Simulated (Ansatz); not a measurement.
# Decaying states in the gap of Tl2GeCl6, part 2 of 3

Wanted: the relaxed cell of Tl2GeCl6, its band edges and its decay constants. It is built by putting Cl for F, Ge for Sn in the Tl2SnF6 structure of space group P-3m1, with the volume rescaled by atomic radii. The parent structure comes from the Materials Project.

Ansatz 0.2.0; r2SCAN DFT, plane waves, PAW files (the session's first sound run).

So far. Step 2 (Cell and atoms at rest): The largest force component on a free atom ends at 0.0047 eV/Å.

The structure was built from a prototype and need not be the compound's stable phase.

## Step 3: Band edges

The energy window and the wavevectors of the next steps follow from the band edges, so these are searched first, off the mesh as well.

File input.yaml:

```yaml
crystal:
  lattice:
    - [6.8665553917, 0.0, 0.0]
    - [-3.4332776958, 5.9466114057, 0.0]
    - [0.0, 0.0, 5.9517592755]
  atoms:
    - { symbol: Tl, position: [0.6666666667, 0.3333333333, 0.2110569921] }
    - { symbol: Tl, position: [0.3333333333, 0.6666666667, 0.7889430079] }
    - { symbol: Ge, position: [0.0, 0.0, 0.0] }
    - { symbol: Cl, position: [0.8404395899, 0.1595604101, 0.7785132959] }
    - { symbol: Cl, position: [0.8404395899, 0.6808791798, 0.7785132959] }
    - { symbol: Cl, position: [0.3191208202, 0.1595604101, 0.7785132959] }
    - { symbol: Cl, position: [0.1595604101, 0.8404395899, 0.2214867041] }
    - { symbol: Cl, position: [0.1595604101, 0.3191208202, 0.2214867041] }
    - { symbol: Cl, position: [0.6808791798, 0.8404395899, 0.2214867041] }
kpoints:
  mp_grid: { grid: [4, 4, 4] }
  band_path: { path: [VBM, CBM], npoints: 30 }
scf:
  occupations: { method: fixed }
hamiltonian:
  xc: r2scan
output:
  eigenvalues: true
  write_potential: true
  write_density: true
  volumetric_format: npy
```

Command:

```
ansatz run input.yaml --threads 2 --pin off --max-ram 4096MiB --backend cpu --events-out ev --progress --plain --runs-dir out
```

Numbers of over 12 decimals in the logs are rounded to 6 here.

Log:

```text
[...]
Crystal: 9 atoms, lattice volume = 243.027 Å³
Basis set: ecut = 500 eV, 6177 PW (Γ), exchange–correlation on 216×216×180 points (64 copies of the dense FFT grid, shifted against one another)
Bands: 50, of which v1, the nominal top of the filled ones, is band 41 counted from 1 (40 counted from 0)
Symmetry: 12 space group operations
[...]
k-points: 13 of 64
[...]
SCF iter   1: F=—  HF=-33731.028754 eV  |F-HF|=—  |Δ(HF+E_count)|=         —  Δρ=6.47e-3  dr2=7.50e-2  dr2_τ=3.95e-2  ethr=1.77e-3  ⟨swp⟩=5.2  Hψ=2355  notcnv=0  defer=78
[...]
SCF iter   7: F=-33731.054705 eV  HF=-33731.054705 eV  |F-HF|=1.07e-8  |Δ(HF+E_count)|=   8.59e-8  Δρ=3.88e-6  dr2=4.48e-8  dr2_τ=1.20e-9  ethr=1.22e-10  ⟨swp⟩=10.8  Hψ=2575  notcnv=0
SCF 1 converged in 7 iterations: F = -33731.054705 eV  dr2 = 4.48e-8
[...]
NSCF: frozen V_eff on 34 k-points
[...]
SCF converged after 7 iterations
Free energy (F): -33731.054705 eV
[...]
Internal energy: -33731.054705 eV  (E = F + TS)
E sigma→0 (E₀):  -33731.054705 eV
Fermi energy:    2.650170 eV
[...]
--- Band table (eV; the first three rows and the last of 13) ---
  k-point 0: bands = [... 37 lower, 2.2272, 2.5032, 2.5032, 2.5748, 5.0207, 8.4471, 8.9785, 9.3914, ... 5 higher]
  k-point 1: bands = [... 37 lower, 2.2570, 2.5056, 2.5346, 2.5346, 5.1394, 8.1262, 8.7915, 9.2213, ... 5 higher]
  k-point 2: bands = [... 37 lower, 2.0026, 2.4236, 2.5274, 2.5274, 5.2971, 7.8224, 8.9578, 9.0218, ... 5 higher]
  k-point 12: bands = [... 37 lower, 2.1560, 2.3252, 2.3260, 2.4320, 5.8956, 8.1516, 8.1919, 8.6522, ... 5 higher]
```

Run time: 89 s. Hardware: 2 threads of Arm Neoverse N1, shared host; peak memory 1.1 GiB.

The column dr2 measures how far the density is from self-consistency, as an energy; F and HF (Harris–Foulkes) agree once it is small.

Numbers from this step:

* Fermi energy: 2.650 eV
* gap on the k-mesh: 2.371 eV
* gap on path: 2.371 eV, by band count; negative where bands overlap
* direct gap on path: 2.446 eV
* edge places on path: 0, 0.5283 1/A along the path

The electronic bands at the labelled points (eV, zero at the Fermi level (highest filled level under fixed occupations); v1 is the highest filled band, c1 the lowest empty one):

| point | v4 | v3 | v2 | v1 | c1 | c2 | c3 | c4 |
| --- | --- | --- | --- | --- | --- | --- | --- | --- |
| VBM | -0.51 | -0.47 | -0.12 | 0.00 | 3.22 | 5.12 | 5.52 | 5.65 |
| CBM | -0.42 | -0.15 | -0.15 | -0.08 | 2.37 | 5.80 | 6.33 | 6.74 |

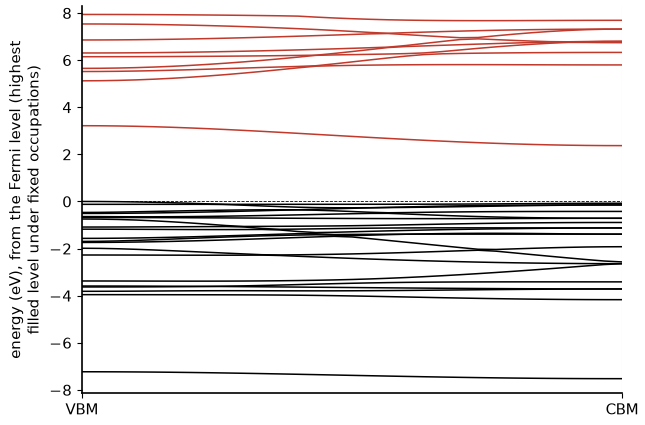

Electronic bands along the path; lines of filled and empty bands in two colours.

The searched edges give 2.37 eV, as on the mesh.

## Step 4: Decaying states in the gap, plane (001)

This step: r2SCAN DFT, plane waves, PAW files; complex bands by layer matching along the plane's normal (Ansatz 0.2.0).

The same crystal is laid in a cell whose first two vectors span the (001) plane (indices of the standard conventional cell, whose axes can be ordered otherwise than in the bulk input). At fixed energy and wavevector in the plane the solver finds all kz, real and complex. A few wavevectors are listed, (0, 0) and (0, -0.5) in units of the plane's reciprocal vectors; the slowest state needn't be among them.

File input.yaml:

```yaml
crystal:
  lattice:
    - [6.866555392, 0.0, 0.0]
    - [3.433277696, 5.946611406, 0.0]
    - [0.0, 0.0, 5.951759276]
  atoms:
    - { symbol: Tl, position: [0.3333333333, 0.3333333333, 0.2110569921] }
    - { symbol: Tl, position: [0.6666666667, 0.6666666667, 0.7889430079] }
    - { symbol: Ge, position: [0.0, 0.0, 0.0] }
    - { symbol: Cl, position: [0.6808791798, 0.1595604101, 0.7785132959] }
    - { symbol: Cl, position: [0.1595604101, 0.6808791798, 0.7785132959] }
    - { symbol: Cl, position: [0.1595604101, 0.1595604101, 0.7785132959] }
    - { symbol: Cl, position: [0.3191208202, 0.8404395899, 0.2214867041] }
    - { symbol: Cl, position: [0.8404395899, 0.3191208202, 0.2214867041] }
    - { symbol: Cl, position: [0.8404395899, 0.8404395899, 0.2214867041] }
kpoints:
  mp_grid: { grid: [4, 4, 4] }
scf:
  occupations: { method: fixed }
hamiltonian:
  xc: r2scan
output:
  eigenvalues: true
  transmission:
    leads: [[0, 0]]
    kpoints: [[0.0, 0.0], [0.0, -0.5]]
    e_range: [-1.0, 3.37]
    de: 0.09
```

Log:

```text
[...]
Crystal: 9 atoms, lattice volume = 243.027 Å³
Basis set: ecut = 500 eV, 6177 PW (Γ), exchange–correlation on 216×216×180 points (64 copies of the dense FFT grid, shifted against one another)
Bands: 50, of which v1, the nominal top of the filled ones, is band 41 counted from 1 (40 counted from 0)
Symmetry: 12 space group operations
[...]
k-points: 13 of 64
[...]
SCF iter   1: F=—  HF=-33731.028751 eV  |F-HF|=—  |Δ(HF+E_count)|=         —  Δρ=6.47e-3  dr2=7.50e-2  dr2_τ=3.95e-2  ethr=1.77e-3  ⟨swp⟩=5.2  Hψ=2355  notcnv=0  defer=78
[...]
SCF iter   7: F=-33731.054705 eV  HF=-33731.054705 eV  |F-HF|=1.07e-8  |Δ(HF+E_count)|=   8.57e-8  Δρ=3.89e-6  dr2=4.50e-8  dr2_τ=1.20e-9  ethr=1.22e-10  ⟨swp⟩=10.8  Hψ=2572  notcnv=0
SCF 1 converged in 7 iterations: F = -33731.054705 eV  dr2 = 4.50e-8
[...]
transmission: 8 of 16 steps passed
transmission: 16 of 16 steps passed
SCF converged after 7 iterations
Free energy (F): -33731.054705 eV
[...]
Internal energy: -33731.054705 eV  (E = F + TS)
E sigma→0 (E₀):  -33731.054705 eV
Fermi energy:    2.650170 eV
[...]
--- Band table (eV; the first three rows and the last of 13) ---
  k-point 0: bands = [... 37 lower, 2.2272, 2.5032, 2.5032, 2.5748, 5.0207, 8.4471, 8.9785, 9.3914, ... 5 higher]
  k-point 1: bands = [... 37 lower, 2.2570, 2.5056, 2.5346, 2.5346, 5.1394, 8.1262, 8.7915, 9.2213, ... 5 higher]
  k-point 2: bands = [... 37 lower, 2.0026, 2.4236, 2.5274, 2.5274, 5.2971, 7.8224, 8.9578, 9.0218, ... 5 higher]
  k-point 12: bands = [... 37 lower, 2.1560, 2.3252, 2.3260, 2.4320, 5.8956, 8.1516, 8.1919, 8.6522, ... 5 higher]
--- Transmission ---
  basis      : 433 plane waves across, 8 finite elements along
  points     : 2, as listed
  energies   : 49 from -1.000000 to 3.320000 eV about the Fermi level, 0.090000 eV apart; the leads are filled to 1.185258 eV, and channels, transmission and decay are at 1.160000 eV
  crystal 0  : Cl6Tl2Ge1, at the sites [0, 0], period 5.9518 Å: whole cells are its period
    offset         : up to 0.0000 Å between an atom of the period and one for which it stands
    channels       : 0.000000e0 a spin
    conductance    : none, the energies end too early or step too widely for 300 K: set another output.transmission.e_range or a lower de, or, where they end at an eighth of basis.ecutwfc, a higher one
    slowest decay  : 0.3308 /Å at (0.0000, 0.0000)
```

Elapsed: 4.5 min, on 2 threads; peak memory 2.3 GiB.

Numbers from this step:

```yaml
level_to_which_the_leads_are_filled: 1.185 eV from the Fermi level
decay_constant_at_the_filling_level_zone_centre: 0.3308 Å⁻¹
decay_constant_at_the_filling_level_slowest_listed_point: 0.3308 Å⁻¹
```

K parallel (0, 0); values up to 1.5 1/Å, a degenerate pair printed once or twice; energies at which all values exceed this have no row. Table of Im kz of the slowest decaying states by energy, zero at the highest filled level on the SCF mesh:

| energy (eV) | decay 1 (Å⁻¹) | decay 2 (Å⁻¹) | decay 3 (Å⁻¹) | decay 4 (Å⁻¹) |
| --- | --- | --- | --- | --- |
| -1.000 | 0.0914 | 0.327 | 0.335 | 0.499 |
| -0.460 | 0.128 | 0.217 | 0.269 | 0.386 |
| -0.010 | 0.228 | 0.239 | 0.265 | 0.409 |
| 0.530 | 0.305 | 0.411 | 0.445 | 0.562 |
| 0.980 | 0.327 | 0.398 | 0.507 | 0.669 |
| 1.520 | 0.331 | 0.362 | 0.557 | 0.745 |
| 1.970 | 0.299 | 0.316 | 0.587 | 0.787 |
| 2.510 | 0.288 | 0.615 | 0.820 | 0.892 |
| 2.960 | 0.222 | 0.323 | 0.637 | 0.839 |

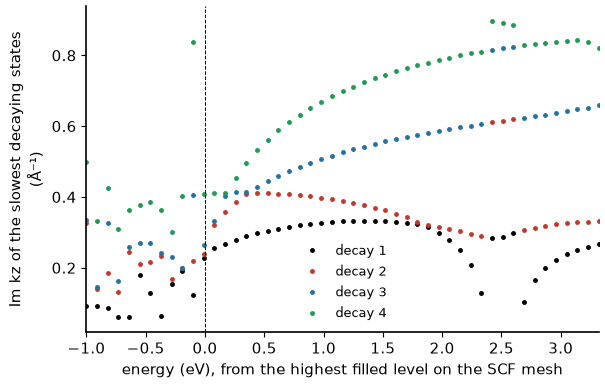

Im kz of the slowest decaying states against energy.

K parallel (0, -0.5); values up to 1.5 1/Å, a degenerate pair printed once or twice; energies at which all values exceed this have no row. The Im kz of the slowest decaying states by energy, zero at the highest filled level on the SCF mesh:

```
energy (eV)  decay 1 (Å⁻¹)  decay 2 (Å⁻¹)  decay 3 (Å⁻¹)  decay 4 (Å⁻¹)
     -1.000          0.263          0.265          0.310          0.544
     -0.460         0.0447         0.0904          0.130          0.191
     -0.010          0.257          0.287          0.329          0.413
      0.530          0.361          0.394          0.436          0.476
      0.980          0.398          0.432          0.502          0.556
      1.520          0.426          0.453          0.554          0.610
      1.970          0.441          0.458          0.583          0.603
      2.510          0.448          0.453          0.531          0.605
      2.960          0.406          0.421          0.480          0.616
```

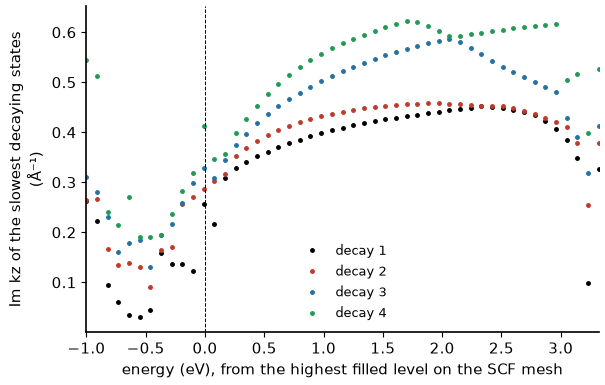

Im kz of the slowest decaying states against energy.

At the listed wavevectors the last open channel is at -0.01 eV and the next at +2.42 eV on the grid. At +1.16 eV, the grid energy nearest the filling level (the middle of the gap on the SCF mesh), the slowest state at the listed wavevectors decays with κ = 0.331 Å⁻¹, its amplitude falling by e over 3.0 Å. Through 1 nm of this crystal that state's transmission falls by exp(−2 × 0.331 Å⁻¹ × 10 Å) = 0.0013.

## Step 5: Decay over the two-dimensional zone

The listed points could miss the slowest state, so one energy near mid-gap is solved on a mesh of 6×6.

Changes to input.yaml since step 4:

```diff
@@ -23,6 +23,2 @@
   eigenvalues: true
-  transmission:
-    leads: [[0, 0]]
-    kpoints: [[0.0, 0.0], [0.0, -0.5]]
-    e_range: [-1.0, 3.37]
-    de: 0.09
+  transmission: { leads: [[0, 0]], kmesh: [6, 6], e_range: [1.19, 1.2], de: 0.05 }
```

Log:

```text
[...]
Crystal: 9 atoms, lattice volume = 243.027 Å³
Basis set: ecut = 500 eV, 6177 PW (Γ), exchange–correlation on 216×216×180 points (64 copies of the dense FFT grid, shifted against one another)
Bands: 50, of which v1, the nominal top of the filled ones, is band 41 counted from 1 (40 counted from 0)
Symmetry: 12 space group operations
[...]
k-points: 13 of 64
[...]
SCF iter   1: F=—  HF=-33731.028751 eV  |F-HF|=—  |Δ(HF+E_count)|=         —  Δρ=6.47e-3  dr2=7.50e-2  dr2_τ=3.95e-2  ethr=1.77e-3  ⟨swp⟩=5.2  Hψ=2355  notcnv=0  defer=78
[...]
SCF iter   7: F=-33731.054705 eV  HF=-33731.054705 eV  |F-HF|=1.07e-8  |Δ(HF+E_count)|=   8.57e-8  Δρ=3.89e-6  dr2=4.50e-8  dr2_τ=1.20e-9  ethr=1.22e-10  ⟨swp⟩=10.8  Hψ=2572  notcnv=0
SCF 1 converged in 7 iterations: F = -33731.054705 eV  dr2 = 4.50e-8
[...]
transmission: 32 of 56 steps passed
transmission: 56 of 56 steps passed
SCF converged after 7 iterations
Free energy (F): -33731.054705 eV
[...]
Internal energy: -33731.054705 eV  (E = F + TS)
E sigma→0 (E₀):  -33731.054705 eV
Fermi energy:    2.650170 eV
[...]
--- Band table (eV; the first three rows and the last of 13) ---
  k-point 0: bands = [... 37 lower, 2.2272, 2.5032, 2.5032, 2.5748, 5.0207, 8.4471, 8.9785, 9.3914, ... 5 higher]
  k-point 1: bands = [... 37 lower, 2.2570, 2.5056, 2.5346, 2.5346, 5.1394, 8.1262, 8.7915, 9.2213, ... 5 higher]
  k-point 2: bands = [... 37 lower, 2.0026, 2.4236, 2.5274, 2.5274, 5.2971, 7.8224, 8.9578, 9.0218, ... 5 higher]
  k-point 12: bands = [... 37 lower, 2.1560, 2.3252, 2.3260, 2.4320, 5.8956, 8.1516, 8.1919, 8.6522, ... 5 higher]
--- Transmission ---
  basis      : 433 plane waves across, 8 finite elements along
  points     : 7, standing for a mesh of 6 x 6
  energies   : 1 from 1.190000 to 1.190000 eV about the Fermi level; the leads are filled to 1.185258 eV, and channels, transmission and decay are at 1.190000 eV
  crystal 0  : Cl6Tl2Ge1, at the sites [0, 0], period 5.9518 Å: whole cells are its period
[...]
channels       : 0.000000e0 a spin
    conductance    : none, crystal 0 has no channel at the energies, or these end too early or step too widely for 300 K: set another output.transmission.e_range or a lower de, or, where they end at an eighth of basis.ecutwfc, a higher one
    slowest decay  : 0.3312 /Å at (0.0000, 0.0000)
```

Run time: 2.4 min. Hardware: 2 threads; peak memory 2.3 GiB; 4.8 min of CPU time.

This step gave:

* least decay constant on the mesh: 0.3312 Å⁻¹

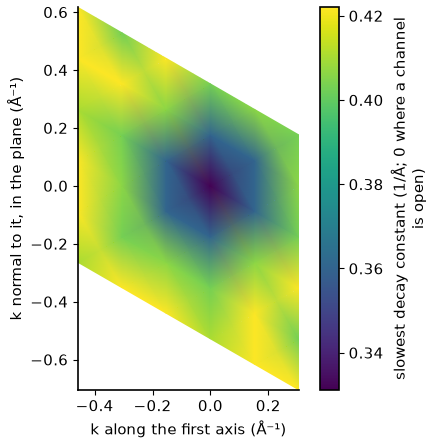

Slowest decay constant (1/Å; 0 where a channel is open) over k1 and k2. At 1.1900 eV from the Fermi level.

The least value on the mesh is 0.331 Å⁻¹ at +1.19 eV. At that energy the listed points give about 0.331 Å⁻¹ by interpolation, so the mesh holds no clearly slower state.

## Step 6: Decaying states in the gap, plane (100)

The same for the (100) plane, at (0, 0) and (-0.5, 0), to see how the decay depends on direction.

File input.yaml:

```yaml
crystal:
  lattice:
    - [6.866555392, 0.0, 0.0]
    - [0.0, 5.951759276, 0.0]
    - [3.433277696, 0.0, 5.946611406]
  atoms:
    - { symbol: Tl, position: [0.6666666667, 0.2110569921, 0.6666666667] }
    - { symbol: Tl, position: [0.3333333333, 0.7889430079, 0.3333333333] }
    - { symbol: Ge, position: [0.0, 0.0, 0.0] }
    - { symbol: Cl, position: [0.3191208202, 0.7785132959, 0.8404395899] }
    - { symbol: Cl, position: [0.8404395899, 0.7785132959, 0.8404395899] }
    - { symbol: Cl, position: [0.8404395899, 0.7785132959, 0.3191208202] }
    - { symbol: Cl, position: [0.6808791798, 0.2214867041, 0.1595604101] }
    - { symbol: Cl, position: [0.1595604101, 0.2214867041, 0.1595604101] }
    - { symbol: Cl, position: [0.1595604101, 0.2214867041, 0.6808791798] }
kpoints:
  mp_grid: { grid: [4, 4, 4] }
scf:
  occupations: { method: fixed }
hamiltonian:
  xc: r2scan
output:
  eigenvalues: true
  transmission:
    leads: [[0, 0]]
    kpoints: [[0.0, 0.0], [-0.5, 0.0]]
    e_range: [-1.0, 3.37]
    de: 0.09
```

Log:

```text
[...]
Crystal: 9 atoms, lattice volume = 243.027 Å³
Basis set: ecut = 500 eV, 6177 PW (Γ), exchange–correlation on 216×180×216 points (64 copies of the dense FFT grid, shifted against one another)
Bands: 50, of which v1, the nominal top of the filled ones, is band 41 counted from 1 (40 counted from 0)
Symmetry: 12 space group operations
[...]
k-points: 13 of 64
[...]
SCF iter   1: F=—  HF=-33731.028730 eV  |F-HF|=—  |Δ(HF+E_count)|=         —  Δρ=6.47e-3  dr2=7.51e-2  dr2_τ=3.95e-2  ethr=1.77e-3  ⟨swp⟩=5.2  Hψ=2354  notcnv=0  defer=79
[...]
SCF iter   7: F=-33731.054705 eV  HF=-33731.054705 eV  |F-HF|=1.07e-8  |Δ(HF+E_count)|=   8.73e-8  Δρ=3.88e-6  dr2=4.49e-8  dr2_τ=1.20e-9  ethr=1.22e-10  ⟨swp⟩=10.8  Hψ=2587  notcnv=0
SCF 1 converged in 7 iterations: F = -33731.054705 eV  dr2 = 4.49e-8
[...]
transmission: 8 of 16 steps passed
transmission: 16 of 16 steps passed
SCF converged after 7 iterations
Free energy (F): -33731.054705 eV
[...]
Internal energy: -33731.054705 eV  (E = F + TS)
E sigma→0 (E₀):  -33731.054705 eV
Fermi energy:    2.650170 eV
[...]
--- Band table (eV; the first three rows and the last of 13) ---
  k-point 0: bands = [... 37 lower, 2.2272, 2.5032, 2.5032, 2.5748, 5.0207, 8.4471, 8.9785, 9.3914, ... 5 higher]
  k-point 1: bands = [... 37 lower, 2.2234, 2.3601, 2.3823, 2.5302, 5.4120, 8.4283, 8.5760, 8.8844, ... 5 higher]
  k-point 2: bands = [... 37 lower, 2.1416, 2.1834, 2.5286, 2.6502, 5.8669, 7.7727, 8.1673, 8.3012, ... 5 higher]
  k-point 12: bands = [... 37 lower, 2.1560, 2.3252, 2.3260, 2.4320, 5.8956, 8.1516, 8.1919, 8.6522, ... 5 higher]
--- Transmission ---
  basis      : 425 plane waves across, 8 finite elements along
  points     : 2, as listed
[...]
crystal 0  : Tl2Cl6Ge1, at the sites [0, 0], period 5.9466 Å: whole cells are its period
[...]
channels       : 0.000000e0 a spin
[...]
slowest decay  : 0.3016 /Å at (0.0000, 0.0000)
```

Run time: 4.9 min. Hardware: 2 threads; peak memory 2.3 GiB.

Numbers from this step:

```yaml
decay_constant_at_the_filling_level_zone_centre: 0.3016 Å⁻¹
decay_constant_at_the_filling_level_slowest_listed_point: 0.3016 Å⁻¹
```

K parallel (0, 0); values up to 1.5 1/Å, a degenerate pair printed once or twice; energies at which all values exceed this have no row. Im kz of the slowest decaying states against energy, zero at the highest filled level on the SCF mesh:

```csv
energy (eV),decay 1 (Å⁻¹),decay 2 (Å⁻¹),decay 3 (Å⁻¹),decay 4 (Å⁻¹)
-1.0000,0.164,0.196,0.233,0.400
-0.7300,0.0243,0.0345,0.0822,0.146
-0.4600,0.218,0.269,0.290,0.435
-0.2800,0.0398,0.196,0.322,0.327
-0.0100,0.149,0.166,0.357,0.380
0.2600,0.176,0.254,0.300,0.345
0.5300,0.235,0.303,0.338,0.374
0.7100,0.261,0.327,0.341,0.370
0.9800,0.289,0.348,0.356,0.479
1.2500,0.307,0.341,0.355,0.371
1.5200,0.310,0.318,0.361,0.388
1.7900,0.267,0.323,0.365,0.400
1.9700,0.229,0.325,0.367,0.407
2.2400,0.137,0.324,0.368,0.414
2.5100,0.321,0.367,0.418,0.542
2.7800,0.315,0.363,0.420,0.534
2.9600,0.309,0.359,0.420,0.528
3.2300,0.0383,0.298,0.352,0.419
```

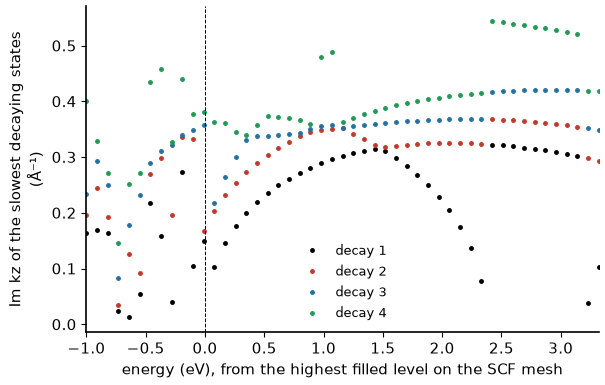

Im kz of the slowest decaying states against energy.

K parallel (-0.5, 0); values up to 1.5 1/Å, a degenerate pair printed once or twice; energies at which all values exceed this have no row. Table of Im kz of the slowest decaying states by energy, zero at the highest filled level on the SCF mesh:

```csv
energy (eV),decay 1 (Å⁻¹),decay 2 (Å⁻¹),decay 3 (Å⁻¹),decay 4 (Å⁻¹)
-1.000,0.108,0.249,0.367,1.48
-0.460,0.240,0.46,1.38,-
-0.010,0.144,0.395,0.497,0.597
0.530,0.315,0.519,0.841,1.06
0.980,0.354,0.385,0.537,0.770
1.520,0.373,0.434,0.546,0.713
1.970,0.379,0.455,0.547,0.682
2.510,0.375,0.464,0.543,0.624
2.960,0.361,0.459,0.480,0.560
```

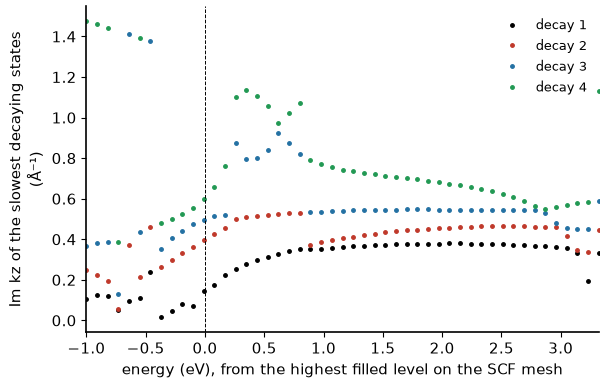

Im kz of the slowest decaying states against energy.

At the listed wavevectors the last open channel is at -0.01 eV and the next at +2.42 eV on the grid. At +1.16 eV, the grid energy nearest the filling level (the middle of the gap on the SCF mesh), the slowest state at the listed wavevectors decays with κ = 0.302 Å⁻¹, its amplitude falling by e over 3.3 Å; the first such run, plane (001), gave 0.331 Å⁻¹.

(Continued in part 3 of 3.)

[Logs are printed without paths, hosts, clocks, repeated set-up lines and the standing remarks that a program may print on its own settings, such as how far it seeks lower states.]

[Hosts, paths, dates, database ids (printed as entryN), source tags and the programs' standing remarks are cut or masked in the printed files.]
